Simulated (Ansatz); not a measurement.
CH6OSZn: several calculations on one system

**1. Relaxation**

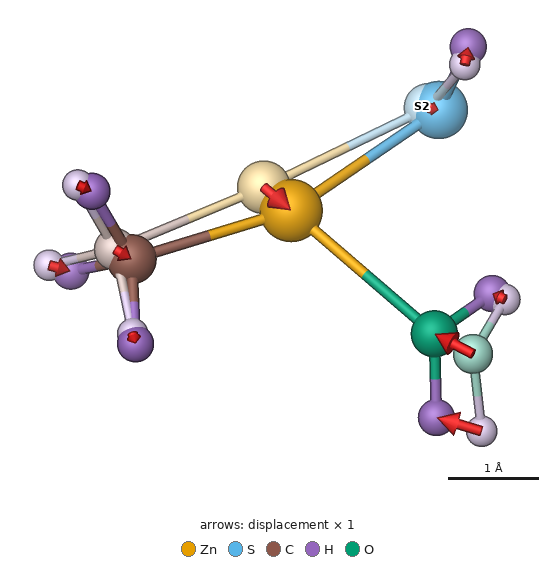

A relaxation of CH6OSZn. The starting structure is drawn faded, the final one solid; red arrows show the displacements, at their true length. The two geometries are superimposed by the best rigid fit.

Style: ball-and-stick. Shown at a tilt.

The run prepares an end point of a later path (reaction) calculation, from a guessed geometry.

The calculation used RKS B3LYP-D4/def2-SVP (Ansatz). (no spin polarisation; force threshold 0.03 eV/Å; at most 50 steps)

What happened in the run?

The largest move after the best rigid fit is that of an H atom, 0.53 Å. By element the largest moves are H 0.53 Å, O 0.51 Å, Zn 0.44 Å, C 0.22 Å, S 0.12 Å. Near-neighbour distances that change, for instance: O–Zn 3.171 → 2.233 Å, S–Zn 2.258 → 2.280 Å, C–Zn 1.951 → 1.962 Å, H–O 0.972 → 0.980 Å. New bonds form, among them: O–Zn (3.17 → 2.23 Å). Among the angles between lasting bonds that change: S–Zn–C 176.2° → 160.7°, H–O–H 103.3° → 106.6°. After 6 accepted moves (7 points after the start) the energy has fallen by 6.13 kcal/mol. The largest force component goes from 0.36 to 0.022 eV/Å. The line search rejected the trial step at point 4 of the run. The run took 17 s on 2 threads of Intel(R) Xeon(R) 6975P-C (Granite Rapids) (shared host), peak memory 0.27 GiB.

Limits of the set-up: the start holds two separate molecules, 2.7 Å apart at their closest, whose relative position is a soft coordinate.

**2. Relaxation**

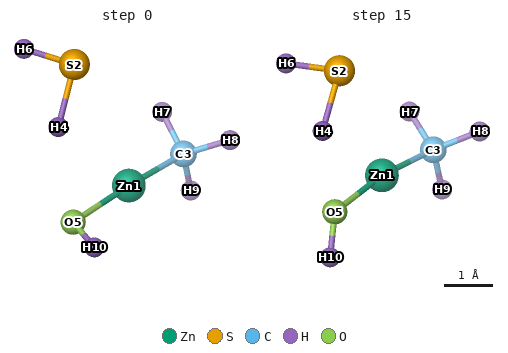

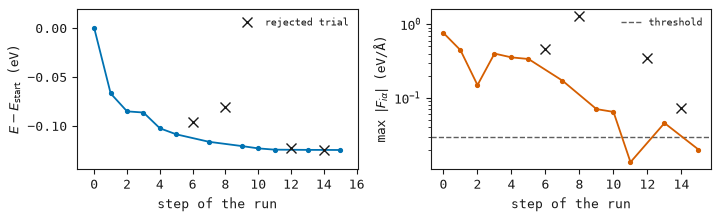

First and last geometry of a relaxation of CH6OSZn, with the history of the run. Style: ball-and-stick. Shown from a free direction.

The run prepares an end point of a later path (reaction) calculation, from a guessed geometry.

Theory: RKS B3LYP-D4/def2-SVP in Ansatz. (no spin polarisation; force threshold 0.03 eV/Å; at most 50 steps)

Q: Read the history and describe the run.

A: It converged. Over 11 accepted moves (15 points after the start) the energy falls by 0.124 eV. The largest force component goes from 0.76 to 0.02 eV/Å. The line search rejected the trial steps at points 6, 8, 12, 14 of the run. The forces were under the threshold at step 11, but the run went on from there. The atom that moves furthest after the best rigid fit is H10 (0.54 Å). By element the largest moves are H 0.54 Å, S 0.44 Å, O 0.43 Å, Zn 0.31 Å, C 0.16 Å. Among the contacts that change: Zn1–S2 3.568 → 2.896 Å, Zn1–O5 1.853 → 1.821 Å, S2–H4 1.359 → 1.374 Å, Zn1–C3 1.939 → 1.944 Å. Among the angles between lasting bonds that change: Zn1–O5–H10 113.0° → 120.0°, C3–Zn1–O5 173.6° → 171.0°. The run took 31 s on 2 threads of Intel(R) Xeon(R) 6975P-C (Granite Rapids) (shared host), peak memory 0.26 GiB.

Limits of the set-up: the start holds two separate molecules, 2.3 Å apart at their closest, whose relative position is a soft coordinate.

**3. Path**

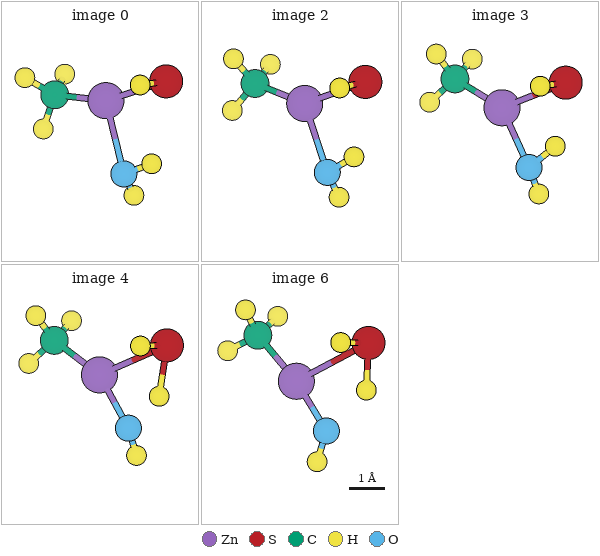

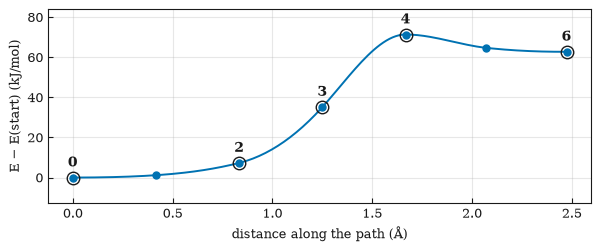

A nudged-elastic-band calculation for CH₆OSZn. Images are numbered from 0 (start) to 6 (end). The picture is a ball-and-stick view, seen from a free direction.

Method: RKS B3LYP-D4/def2-SVP (Ansatz). Run with 5 movable images; climbing image; force threshold 0.03 eV/Å; iteration limit 60; starting path through a guess of the saddle point.

### Read off the barrier and say what moves.

A hydrogen atom shifts from one atom to another. Breaking: H–O (0.98 → 1.87 Å). Forming: H–S (2.47 → 1.37 Å). The highest point, image 4, lies 71.4 kJ/mol above the start and 8.6 kJ/mol above the end; the end is at +62.7 kJ/mol relative to the start. The band converged in 14 iterations, with a climbing image at the top. At the top, the vibrational analysis gives one imaginary mode (560i cm⁻¹), as a transition state must have.

Cost: 2.1 min on 2 threads of Intel(R) Xeon(R) 6975P-C (Granite Rapids), with other jobs on the host, peak memory 0.28 GiB.
